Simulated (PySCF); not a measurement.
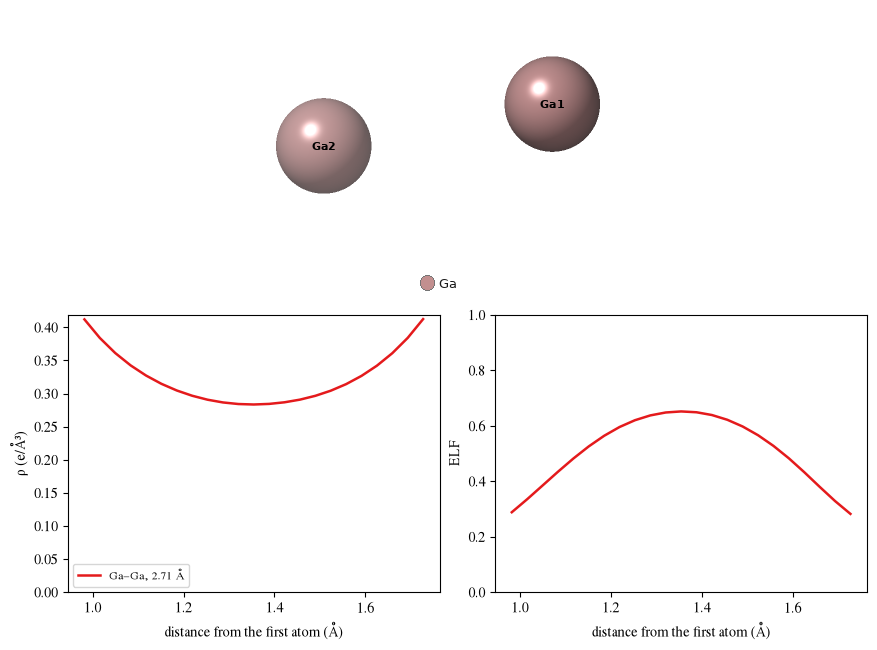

Figure. Ga$_{2}$ (triplet). Electron density and electron localisation function along straight lines between neighbouring atoms. The curves leave out the atomic cores. The structure is drawn too.

Method: PBE0/cc-pVTZ(-PP), non-relativistic Hamiltonian with scalar-relativistic core potentials where named, at a bond length of 2.709 Å (PySCF).

```yaml
atoms:
  - { symbol: Ga, position_ang: [0.0000, 0.0000, -1.3545] }
  - { symbol: Ga, position_ang: [0.0000, 0.0000, 1.3545] }
```

> What can be read from the curves?

Ga–Ga (2.71 Å): the density is about 0.28 e/Å³ at the midpoint; the ELF peaks at about 0.65 between the atoms.
